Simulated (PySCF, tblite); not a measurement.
# C₅H₁₂O₃Si: geometry, infrared bands and NMR shifts

Wanted: the infrared bands and NMR shifts of C₅H₁₂O₃Si (`COC(C)(C)[SiH2]C(=O)O`), by calculation.

Computed with tblite 0.8.0 and PySCF 2.14.0, with density-fitted response routines of our own, on a single molecule in the gas phase. Atoms are numbered from 0 throughout.

### Step 1. The molecule as given

21 atoms, charge 0, multiplicity 1; geometry from: force field or distance geometry start.

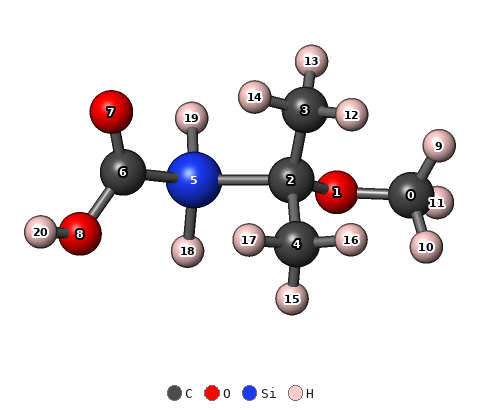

As it starts; carbon dark grey, oxygen red, silicon blue, hydrogen pink, atoms numbered; sticks join atoms by distance.

### Step 2. Optimising the geometry with GFN2-xTB

What the job is given:

```
{"job": {"kind": "relax", "xc": "GFN2-xTB", "basis": "xTB"}, "charge": 0, "multiplicity": 1}
C     -2.732700     0.165800    -0.365900
O     -1.532300    -0.290600    -0.773200
C     -0.420200     0.009700    -0.016400
C     -0.447800    -0.448700     1.395400
C     -0.164700     1.497200    -0.012600
Si     1.004300    -0.808500    -0.931900
C      2.621100    -0.422600    -0.176000
O      2.989200    -0.923000     0.930800
O      3.489800     0.443000    -0.817900
H     -3.096700    -0.145600     0.633400
H     -2.783000     1.273000    -0.484500
H     -3.501500    -0.242300    -1.095100
H     -0.995000     0.258300     2.087000
H     -0.802800    -1.496700     1.479200
H      0.598000    -0.457900     1.795500
H     -0.214100     1.928800    -1.022700
H     -0.909100     1.986900     0.664200
H      0.874600     1.679100     0.371800
H      0.925000    -0.283400    -2.297200
H      0.705000    -2.240000    -0.938000
H      4.384100     0.689200    -0.426100
```

Started as:

```sh
$ OMP_NUM_THREADS=1 python probes_run.py task.json out
```

The driver reads the jobs from task.json and runs them one after another.

Log:

```text
step      E/eV     max force
  0    -835.55081    6.164
  1    -836.01499    5.560
  2    -836.20421    1.528
  3    -836.25303    0.600
  4    -836.31590    0.803
  5    -836.35367    0.873
  6    -836.37555    0.347
  7    -836.38367    0.185
  8    -836.39224    0.313
  9    -836.39970    0.350
 10    -836.40583    0.222
 11    -836.40945    0.136
 12    -836.41193    0.153
 13    -836.41393    0.145
 14    -836.41556    0.113
 15    -836.41682    0.092
 16    -836.41782    0.126
 17    -836.41861    0.113
 18    -836.41917    0.058
 19    -836.41957    0.055
 20    -836.41993    0.062
 21    -836.42029    0.059
 22    -836.42066    0.048
 23    -836.42105    0.050
 24    -836.42146    0.064
 25    -836.42193    0.063
 26    -836.42242    0.060
 27    -836.42284    0.042
 28    -836.42310    0.045
 29    -836.42327    0.045
 30    -836.42344    0.029
 31    -836.42363    0.035
 32    -836.42384    0.033
 33    -836.42404    0.036
 34    -836.42421    0.028
 35    -836.42436    0.033
 36    -836.42448    0.028
 37    -836.42458    0.023
 38    -836.42466    0.020
 39    -836.42475    0.025
 40    -836.42486    0.028
 41    -836.42497    0.029
 42    -836.42508    0.019
 43    -836.42516    0.020
 44    -836.42524    0.024
 45    -836.42531    0.027
 46    -836.42537    0.018
 47    -836.42542    0.016
 48    -836.42548    0.023
 49    -836.42556    0.029
 50    -836.42563    0.022
 51    -836.42568    0.015
 52    -836.42572    0.013
 53    -836.42575    0.018
 54    -836.42579    0.018
 55    -836.42584    0.013
 56    -836.42588    0.017
 57    -836.42594    0.019
 58    -836.42600    0.023
 59    -836.42607    0.023
 60    -836.42616    0.022
 61    -836.42625    0.019
 62    -836.42634    0.026
 63    -836.42642    0.021
 64    -836.42650    0.019
 65    -836.42661    0.027
 66    -836.42672    0.040
 67    -836.42683    0.036
 68    -836.42691    0.019
 69    -836.42697    0.016
 70    -836.42704    0.026
 71    -836.42712    0.034
 72    -836.42722    0.033
 73    -836.42734    0.025
 74    -836.42747    0.025
 75    -836.42761    0.037
 76    -836.42775    0.039
 77    -836.42787    0.034
 78    -836.42800    0.027
 79    -836.42812    0.055
 80    -836.42830    0.055
 81    -836.42845    0.032
 82    -836.42859    0.021
 83    -836.42865    0.021
 84    -836.42881    0.029
 85    -836.42889    0.026
 86    -836.42896    0.025
 87    -836.42902    0.024
 88    -836.42913    0.035
 89    -836.42931    0.048
 90    -836.42954    0.047
 91    -836.42973    0.040
 92    -836.42988    0.042
 93    -836.43003    0.057
 94    -836.43020    0.046
 95    -836.42997    0.219
 96    -836.43048    0.029
 97    -836.43060    0.023
 98    -836.43079    0.056
 99    -836.43089    0.026
100    -836.43101    0.038
101    -836.43140    0.035
102    -836.43150    0.069
103    -836.43160    0.027
104    -836.43165    0.024
105    -836.43181    0.043
106    -836.43185    0.015
107    -836.43192    0.024
108    -836.43201    0.042
109    -836.43212    0.030
110    -836.43225    0.038
111    -836.43239    0.029
112    -836.43251    0.051
113    -836.43262    0.041
114    -836.43272    0.044
115    -836.43289    0.026
116    -836.43297    0.021
117    -836.43307    0.033
118    -836.43319    0.026
119    -836.43331    0.055
120    -836.43345    0.034
121    -836.43355    0.023
122    -836.43367    0.023
123    -836.43375    0.028
124    -836.43388    0.032
125    -836.43395    0.024
126    -836.43399    0.019
127    -836.43402    0.010
128    -836.43405    0.015
129    -836.43408    0.019
130    -836.43413    0.031
131    -836.43418    0.035
132    -836.43427    0.042
133    -836.43441    0.038
134    -836.43462    0.037
135    -836.43488    0.027
136    -836.43385    0.333
137    -836.43509    0.037
138    -836.43516    0.029
139    -836.43526    0.050
140    -836.43530    0.022
141    -836.43534    0.012
142    -836.43538    0.012
143    -836.43541    0.014
144    -836.43545    0.019
145    -836.43550    0.027
146    -836.43555    0.032
147    -836.43559    0.024
148    -836.43564    0.019
149    -836.43570    0.017
150    -836.43576    0.014
151    -836.43582    0.021
152    -836.43589    0.026
153    -836.43599    0.041
154    -836.43611    0.033
155    -836.43617    0.120
156    -836.43641    0.025
157    -836.43659    0.022
158    -836.43685    0.026
159    -836.43700    0.056
160    -836.43719    0.033
161    -836.43746    0.031
162    -836.43772    0.029
163    -836.43761    0.189
164    -836.43820    0.079
165    -836.43847    0.036
166    -836.43865    0.122
167    -836.43892    0.040
168    -836.43911    0.032
169    -836.43951    0.032
170    -836.43973    0.059
171    -836.44006    0.057
172    -836.44029    0.071
173    -836.44033    0.097
174    -836.44063    0.030
175    -836.44078    0.024
176    -836.44099    0.038
177    -836.44111    0.023
178    -836.44117    0.013
179    -836.44121    0.010
180    -836.44125    0.015
181    -836.44130    0.022
182    -836.44135    0.025
183    -836.44139    0.024
184    -836.44143    0.026
185    -836.44149    0.024
186    -836.44155    0.033
187    -836.44161    0.029
188    -836.44165    0.022
189    -836.44168    0.020
190    -836.44171    0.010
191    -836.44175    0.008
```

Wall time 1.3 s (1 thread of Intel Xeon 6975P-C, shared host); peak memory 0.18 GiB.

Step by step: (not every step is listed)

| step | energy from step 0 (eV) | largest force (eV/Å) |
| --- | --- | --- |
| 0 | 0.0000 | 6.1639 |
| 1 | -0.4642 | 5.5603 |
| 2 | -0.6534 | 1.5282 |
| 3 | -0.7022 | 0.5999 |
| 4 | -0.7651 | 0.8027 |
| 5 | -0.8029 | 0.8735 |
| 6 | -0.8247 | 0.3469 |
| 7 | -0.8329 | 0.1853 |
| 8 | -0.8414 | 0.3133 |
| 25 | -0.8711 | 0.0628 |
| 42 | -0.8743 | 0.0194 |
| 59 | -0.8753 | 0.0230 |
| 76 | -0.8769 | 0.0390 |
| 93 | -0.8792 | 0.0572 |
| 110 | -0.8814 | 0.0383 |
| 127 | -0.8832 | 0.0104 |
| 144 | -0.8846 | 0.0187 |
| 161 | -0.8867 | 0.0308 |
| 178 | -0.8904 | 0.0127 |
| 186 | -0.8907 | 0.0328 |
| 187 | -0.8908 | 0.0287 |
| 188 | -0.8908 | 0.0224 |
| 189 | -0.8909 | 0.0198 |
| 190 | -0.8909 | 0.0103 |
| 191 | -0.8909 | 0.0077 |

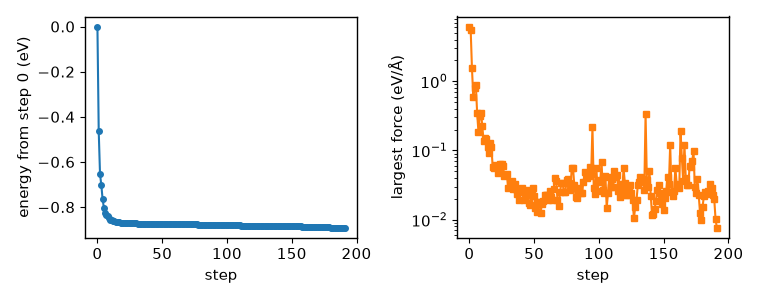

Energy and force, step by step.

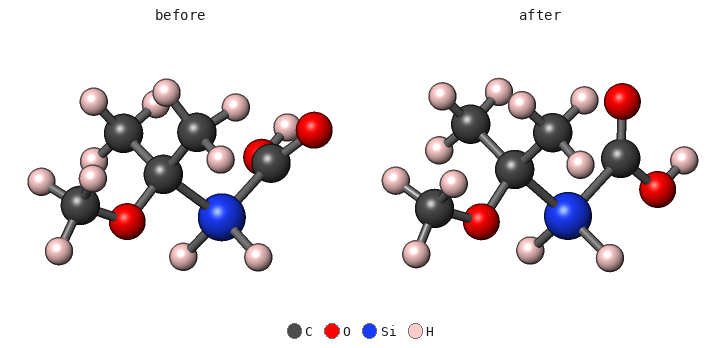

The geometry before (left) and after (right).

Close pairs (by a distance rule), those that changed most:

| bond | before (Å) | after (Å) | change (Å) |
| --- | --- | --- | --- |
| Si5–C6 | 1.826 | 1.927 | +0.101 |
| C6–O7 | 1.269 | 1.207 | -0.063 |
| C0–O1 | 1.347 | 1.408 | +0.060 |
| O1–C2 | 1.378 | 1.435 | +0.057 |
| C6–O8 | 1.384 | 1.337 | -0.047 |
| C0–H11 | 1.135 | 1.089 | -0.046 |
| C2–C3 | 1.485 | 1.531 | +0.046 |
| C3–H12 | 1.130 | 1.090 | -0.041 |

The next job starts from the end point, and lists it.

### Step 3. Vibrational analysis with GFN2-xTB

What the job is given:

```
{"job": {"kind": "ir", "xc": "GFN2-xTB", "basis": "xTB"}, "charge": 0, "multiplicity": 1}
C     -2.792181     0.093516    -0.377850
O     -1.498551    -0.272972    -0.794583
C     -0.392404     0.132861     0.025328
C     -0.444467    -0.494414     1.420840
C     -0.291440     1.654636     0.154695
Si     1.027423    -0.595295    -1.041813
C      2.725731    -0.208737    -0.216596
O      2.920679     0.381843     0.817499
O      3.734905    -0.686014    -0.952941
H     -3.038950    -0.320616     0.604575
H     -2.922025     1.180170    -0.353795
H     -3.470530    -0.327576    -1.118619
H     -1.229468    -0.044766     2.028073
H     -0.625357    -1.564809     1.349935
H      0.506260    -0.329665     1.920752
H     -0.376620     2.125708    -0.822348
H     -1.071519     2.049949     0.804521
H      0.671696     1.910698     0.588012
H      1.050718     0.024054    -2.365998
H      0.912619    -2.049895    -1.131262
H      4.594560    -0.487030    -0.538898
```

Log:

```text
mode    cm-1     km/mol
  1      19.5      2.57
  2      37.4      0.23
  3      56.5      3.02
  4      71.1      3.17
  5     161.0      0.76
  6     171.8      3.21
  7     208.9      0.20
  8     235.7      4.67
  9     257.3      0.37
 10     264.1      1.24
 11     323.2      0.68
 12     337.5      3.88
 13     357.5      2.23
 14     409.9     12.67
 15     430.1     27.63
 16     453.0     43.93
 17     519.5     64.76
 18     589.4     58.71
 19     651.0    125.24
 20     663.0     65.05
 21     703.3    139.33
 22     723.9    127.33
 23     751.6    185.45
 24     844.2     44.47
 25     950.8      5.19
 26     953.0      0.86
 27    1003.9      6.49
 28    1052.1     66.44
 29    1115.9    259.05
 30    1123.8      2.58
 31    1149.1      0.93
 32    1157.0     61.85
 33    1157.5      8.89
 34    1209.5     43.40
 35    1221.3     10.03
 36    1391.8      9.26
 37    1397.5      2.46
 38    1407.6      6.57
 39    1474.0      2.95
 40    1483.3      2.85
 41    1486.0      0.02
 42    1502.5      1.72
 43    1502.9      3.49
 44    1509.4      5.83
 45    1748.2    296.36
 46    2275.3    370.80
 47    2277.9    137.12
 48    2926.4     48.20
 49    2943.8     38.11
 50    3003.0      0.95
 51    3007.0     91.12
 52    3017.2     24.32
 53    3029.6     31.46
 54    3031.4     21.49
 55    3044.0      0.52
 56    3048.7     23.79
 57    3356.6     13.45
```

Run time: 0.76 s. Hardware: 1 thread of Intel Xeon 6975P-C, shared host; peak memory 0.18 GiB.

The strongest bands and the atoms that carry them (share of the mass-weighted mode):

| cm⁻¹ | km/mol | atoms |
| --- | --- | --- |
| 651 | 125.2 | H18 24 %, H19 23 % |
| 703 | 139.3 | H20 62 %, C6 20 %, O8 12 % |
| 724 | 127.3 | Si5 26 %, H18 18 %, H19 18 % |
| 752 | 185.4 | H18 47 %, H19 47 % |
| 1116 | 259.1 | O8 43 %, H20 26 %, C6 23 % |
| 1748 | 296.4 | C6 60 %, O7 38 % |
| 2275 | 370.8 | H18 74 %, H19 21 % |
| 2278 | 137.1 | H19 75 %, H18 22 % |

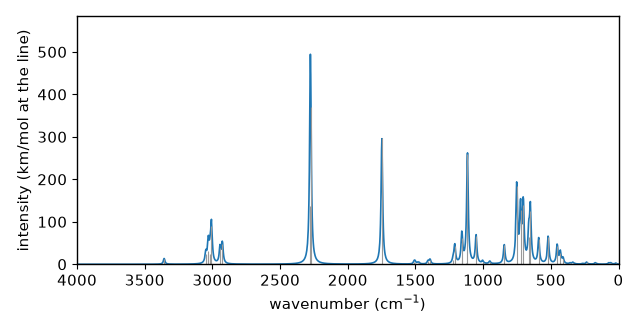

The infrared spectrum from these modes, unscaled. Lines are broadened to a width of 14 cm⁻¹ (Lorentzian).

### Step 4. NMR shieldings: PBE0/pcSseg-1

Same as in step 3 but for these lines:

```diff
@@ -1,2 +1,2 @@
-{"job": {"kind": "ir", "xc": "GFN2-xTB", "basis": "xTB"}, "charge": 0, "multiplicity": 1}
+{"job": {"kind": "nmr", "xc": "PBE0", "basis": "pcSseg-1"}, "charge": 0, "multiplicity": 1}
 C     -2.792181     0.093516    -0.377850
```

Level: GIAO PBE0/pcSseg-1 NMR shielding, non-relativistic, gas phase.

Log:

```text
coarse grid: 17752 points
cycle   1  E = -711.9766008042  dE =  1.099e+00  |g| = 1.025e+00  |ddm| = 3.945e+00
cycle   2  E = -711.5961359910  dE =  3.805e-01  |g| = 1.757e+00  |ddm| = 1.826e+00
cycle   3  E = -712.1546699067  dE = -5.585e-01  |g| = 3.346e-01  |ddm| = 1.289e+00
cycle   4  E = -712.1744659380  dE = -1.980e-02  |g| = 9.668e-02  |ddm| = 2.404e-01
cycle   5  E = -712.1759152308  dE = -1.449e-03  |g| = 2.737e-02  |ddm| = 6.454e-02
cycle   6  E = -712.1760715270  dE = -1.563e-04  |g| = 6.968e-03  |ddm| = 2.540e-02
cycle   7  E = -712.1760813850  dE = -9.858e-06  |g| = 2.026e-03  |ddm| = 6.805e-03
final grid: 166056 points
cycle   8  E = -712.2609587285  dE = -4.826e-05  |g| = 1.712e-02  |ddm| = 3.657e-02
cycle   9  E = -712.2608803217  dE =  7.841e-05  |g| = 2.699e-02  |ddm| = 2.732e-02
cycle  10  E = -712.2610125740  dE = -1.323e-04  |g| = 3.119e-03  |ddm| = 1.726e-02
cycle  11  E = -712.2610144172  dE = -1.843e-06  |g| = 7.172e-04  |ddm| = 2.217e-03
cycle  12  E = -712.2610145023  dE = -8.512e-08  |g| = 2.440e-04  |ddm| = 6.601e-04
cycle  13  E = -712.2610145142  dE = -1.191e-08  |g| = 4.443e-05  |ddm| = 2.256e-04
cycle  14  E = -712.2610145146  dE = -3.638e-10  |g| = 1.640e-05  |ddm| = 5.294e-05
converged SCF energy = -712.2610145146

GIAO shielding tensors (ppm)
atom      isotropic    diamagn.    paramagn.     s11        s22        s33       span
  0 C      138.704     243.828    -105.124    111.402    120.560    184.151     72.749
  1 O      296.357     400.698    -104.341    239.266    291.975    357.829    118.563
  2 C      115.446     249.436    -133.991     84.282     96.141    165.913     81.631
  3 C      164.111     251.300     -87.189    140.728    161.413    190.191     49.463
  4 C      163.925     251.230     -87.305    140.990    161.275    189.510     48.520
  5 Si     403.732     882.044    -478.312    354.382    389.838    466.976    112.594
  6 C       -0.115     259.383    -259.499   -106.493     25.457     80.689    187.182
  7 O     -165.696     403.735    -569.431   -495.258   -253.017    251.186    746.445
  8 O       96.033     389.358    -293.325    -89.260    140.771    236.589    325.849
  9 H       28.329      30.163      -1.833     23.544     26.812     34.631     11.087
 10 H       28.348      29.994      -1.647     23.604     26.775     34.663     11.059
 11 H       28.229      28.649      -0.421     23.790     25.834     35.063     11.273
 12 H       30.010      32.716      -2.705     26.334     28.657     35.039      8.706
 13 H       30.559      32.480      -1.921     26.627     28.050     37.000     10.373
 14 H       29.998      32.890      -2.892     25.805     28.999     35.190      9.385
 15 H       30.531      32.294      -1.763     26.672     27.994     36.927     10.255
 16 H       30.066      32.612      -2.546     26.489     28.628     35.082      8.594
 17 H       29.964      32.698      -2.735     25.748     29.016     35.127      9.379
 18 H       27.507      30.257      -2.751     23.792     26.553     32.175      8.383
 19 H       27.506      30.286      -2.781     23.818     26.517     32.181      8.363
 20 H       24.927      28.343      -3.416     18.319     23.238     33.224     14.904
```

Run time: 51 s. Hardware: 1 thread of Intel Xeon 6975P-C, shared host; peak memory 0.93 GiB.

Shifts follow as δ = σ(reference) − σ, with reference shieldings (ppm) from runs at the same level and on the same kind of geometry: 1H TMS 31.72, 13C TMS 186.9, 29Si TMS 349.2, 17O H2O 336.1. The references are single molecules in the gas phase, so shifts against H2O, NH3, PH3, H3PO4 or CFCl3 are not on the usual liquid scales and can be off by tens of ppm. Atoms listed in one row are averaged.

| atoms | environment | σ (ppm) | δ (ppm) | δ scaled to CDCl3 |
| --- | --- | --- | --- | --- |
| C6 | carbonyl carbon | -0.1 | 187.0 | 180.6 |
| C2 | fully substituted sp3 carbon bonded to O and Si | 115.4 | 71.5 | 67.8 |
| C0 | methyl carbon bonded to O | 138.7 | 48.2 | 45.1 |
| C3, C4 | methyl carbon | 164.0 | 22.9 | 20.4 |
| H20 | hydrogen on an acid hydroxyl oxygen | 24.93 | 6.79 | – |
| H18, H19 | hydrogen on a silicon bonded to 2 C | 27.51 | 4.21 | – |
| H9, H10, H11 | hydrogen on a methyl carbon bonded to O | 28.30 | 3.42 | 3.32 |
| H12, H13, H14, H15, H16, H17 | hydrogen on a methyl carbon | 30.19 | 1.53 | 1.55 |
| O7 | carbonyl oxygen | -165.7 | 501.8 | – |
| O8 | acid hydroxyl oxygen | 96.0 | 240.0 | – |
| O1 | ether oxygen | 296.4 | 39.7 | – |
| Si5 | silicon bonded to 2 C, 2 H | 403.7 | -54.6 | – |

The scaled column applies a straight-line fit of computed shieldings to shifts measured in CDCl3 (root-mean-square error 0.16 ppm for H, 1.9 ppm for C).

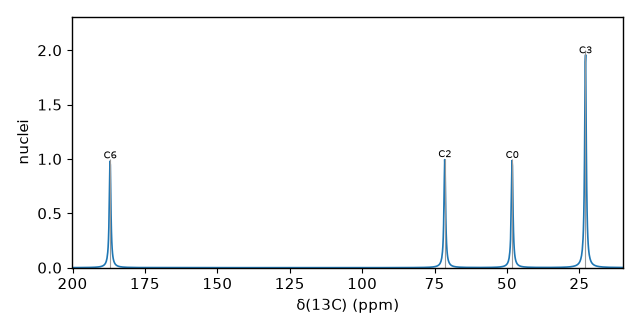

13C lines at the computed shifts, without couplings. Lines are broadened to a width of 0.66 ppm (Lorentzian).

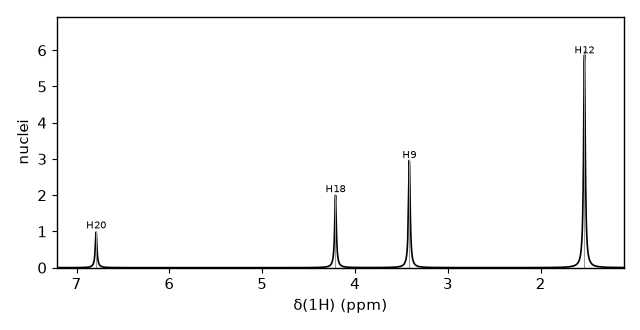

1H lines at the computed shifts, without couplings. Lines are broadened to a width of 0.02 ppm (Lorentzian).

The run also stored atomic charges by several schemes (e):

| atoms | Mulliken | IAO | Hirshfeld | ESP fit |
| --- | --- | --- | --- | --- |
| C0 | -0.01 | -0.20 | -0.04 | -0.21 |
| O1 | -0.53 | -0.41 | -0.14 | -0.34 |
| C2 | -0.36 | -0.02 | 0.01 | 0.50 |
| C3, C4 | -0.21 | -0.44 | -0.13 | -0.56 |
| Si5 | 0.69 | 0.72 | 0.33 | 0.07 |
| C6 | 0.21 | 0.28 | 0.12 | 0.60 |
| O7 | -0.41 | -0.46 | -0.26 | -0.52 |
| O8 | -0.36 | -0.47 | -0.18 | -0.57 |

Mulliken charges:

C0 -0.01; O1 -0.53; C2 -0.36; C3 -0.20; C4 -0.21; Si5 0.69; C6 0.21; O7 -0.41; O8 -0.36; H9 0.09; H10 0.09; H11 0.12; H12 0.11; H13 0.12; H14 0.14; H15 0.12; H16 0.11; H17 0.14; H18 -0.05; H19 -0.05; H20 0.23

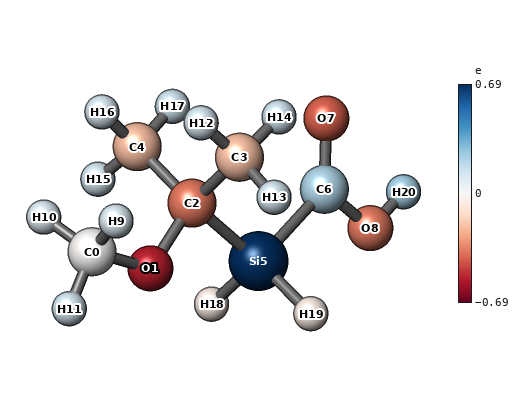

Mulliken charges, as colours on the atoms.

Mayer bond orders: C0–O1 0.93, O1–C2 0.86, C2–C3 1.01, C2–C4 1.01, C2–Si5 0.86, Si5–C6 0.77, C6–O7 1.88, C6–O8 1.11.

Orbitals, density, ELF and potential are computed afterwards from the orbital file.

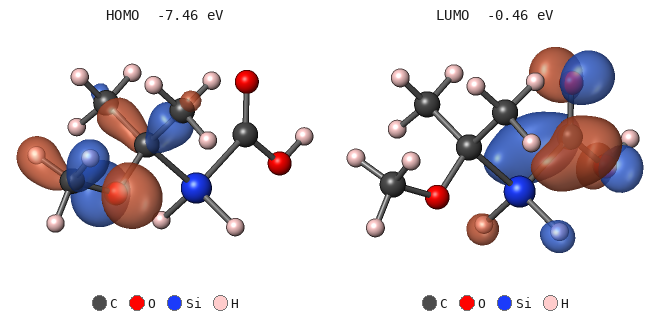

Frontier orbitals at PBE0/pcSseg-1; each surface holds 70 % of the orbital's density, blue and red mark the sign.

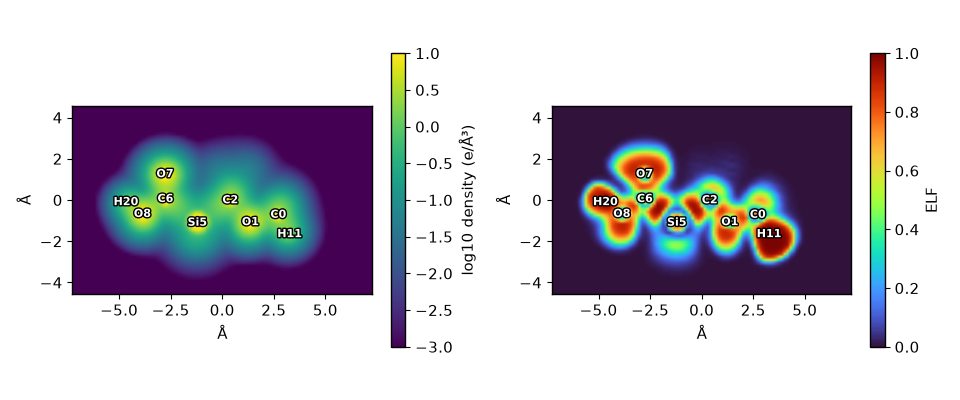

Density (left) and ELF (right) in a plane through or near 9 of the atoms.

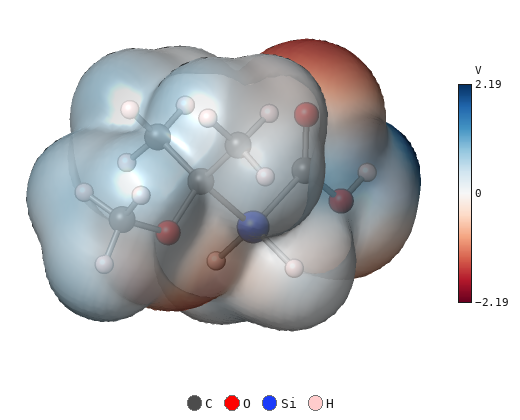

Electrostatic potential on the surface of density 0.002 e/bohr³; red is low, blue high. It runs from -1.42 V near O7 to 2.19 V near H20.

### Step 5. What came out

```
                                                               quantity                        value
                              strongest single infrared mode (GFN2-xTB)        2275 cm⁻¹, 371 km/mol
                                           zero-point energy (GFN2-xTB)               101.8 kcal/mol
13C shifts against TMS (PBE0/pcSseg-1, means over atoms taken as alike)  187.0, 71.5, 48.2, 22.9 ppm
 1H shifts against TMS (PBE0/pcSseg-1, means over atoms taken as alike)   6.79, 4.21, 3.42, 1.53 ppm
                                 17O shifts against H2O (PBE0/pcSseg-1)       501.8, 240.0, 39.7 ppm
                                29Si shifts against TMS (PBE0/pcSseg-1)                    -54.6 ppm
                                  surface potential, least and greatest           -1.42 V and 2.19 V
```

Over 191 steps the energy fell by 0.891 eV; of the close pairs, Si5–C6 changed most, 1.826 to 1.927 Å. All 57 modes are real, so the xTB geometry is a minimum. GFN2-xTB is a fitted tight-binding method: band positions and strengths are rough. Its intensities can rank the bands wrongly. At PBE0/pcSseg-1: The widest tensor belongs to O7: span 746 ppm, with a paramagnetic part of -569 ppm. By nearest atom (PBE0/pcSseg-1), the HOMO sits on O1 61 %; H9, H10 about 7 % each and the LUMO on C6 43 %; O7 24 %.
